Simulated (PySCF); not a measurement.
## Electronic structure of C₂H₅O₂Si (doublet) in real space

The calculation's input:

```
{"job": {"kind": "epr", "basis": "pcH-1"}, "charge": 0, "multiplicity": 2}
C      1.600165    -0.206417    -0.329334
O      0.337453    -0.659406    -0.714275
Si    -1.124729    -0.443573    -0.057107
C     -1.462423     1.417504    -0.114832
O     -1.960123     2.263720     0.534826
H      1.611176     0.881783    -0.228616
H      2.313086    -0.502119    -1.100110
H      1.899463    -0.650882     0.623303
H     -1.995491    -0.989301    -1.083221
H     -1.209694    -1.106654     1.249529
```

Launched as:

```sh
OMP_NUM_THREADS=1 python probes_run.py task.json out
```

Geometry: GFN2-xTB.

Method: UKS B3LYP, pcH-1 on C H O Si, non-relativistic, mean-field spin-orbit, GIAO in PySCF.

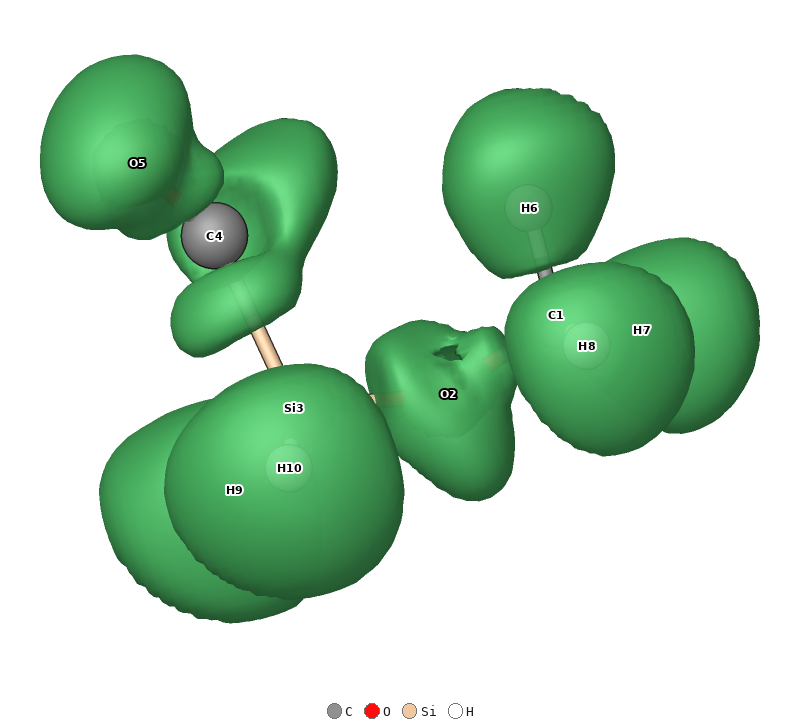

Figure 1. Isosurface of the ELF at 0.75 (green), seen across its widest extent. Core shells and regions of very low density are left out.

> Identify the bonds, lone pairs and shells in this picture.

The surface consists of five regions around hydrogen nuclei, one region on C in which the atom's valence shell and bonds are merged and two regions on O in which the atom's valence shell and bonds are merged.


C–O (1.18 Å): the ELF peaks at about 0.85 between the atoms (a short, multiple covalent bond). Si–O (1.62 Å): the ELF peaks at about 0.85 between the atoms (a short, strongly polar bond).

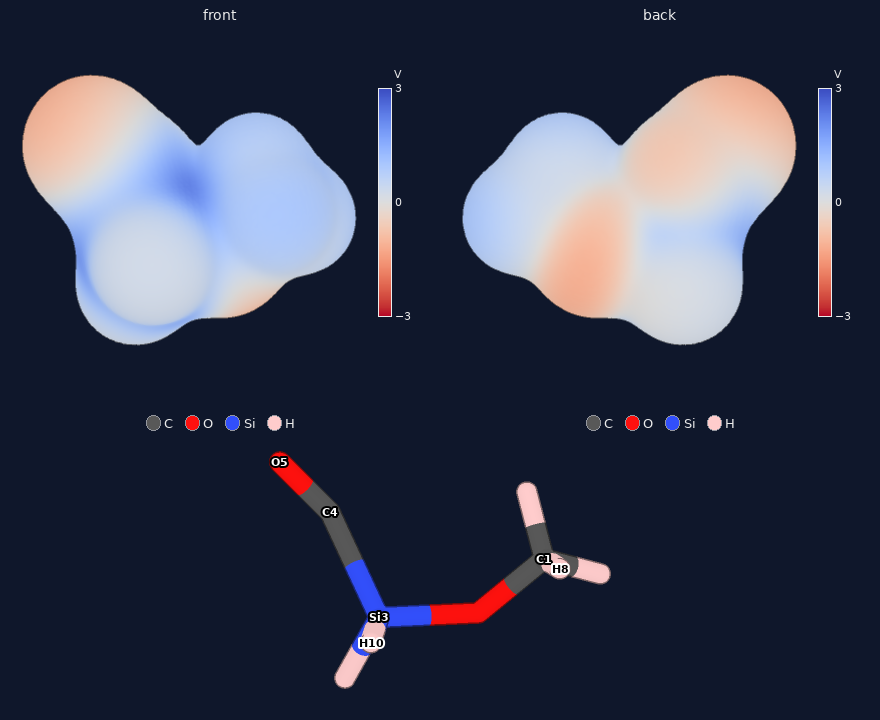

Figure 2. The electrostatic potential painted on the density surface at 0.002 e/bohr³, seen from the front and from behind; the colour scale runs from red (negative) to blue (positive). The bare structure is drawn below in the same view.

> Which sites attract a positive test charge, and which a negative one?

A positive charge is drawn to the negative regions and a negative charge to the positive ones. The most negative region (about −1.1 V) lies over O2 and O5, the most positive (about +2.1 V) over Si3.

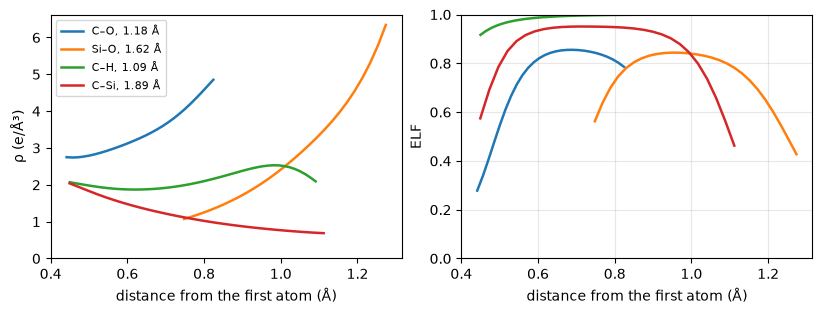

Figure 3. Total electron density and electron localisation function along straight lines between neighbouring atoms. The curves leave out the atomic cores.

> Compare the contacts.

C–O (1.18 Å): ρ is about 3.1 e/Å³ halfway, with its minimum of 2.7 e/Å³ about 0.5 Å from C; the ELF peaks at about 0.85 between the atoms: a multiple bond.
Si–O (1.62 Å): the density is about 1.3 e/Å³ at the midpoint; the ELF peaks at about 0.85 between the atoms; a polar covalent bond.
C–H (1.09 Å): the density is about 1.9 e/Å³ at the midpoint; the ELF is about 1 at the midpoint; a covalent bond by its length.
C–Si (1.89 Å): ρ is about 0.82 e/Å³ halfway; the ELF peaks at about 0.95 between the atoms (localised, covalent bonding).
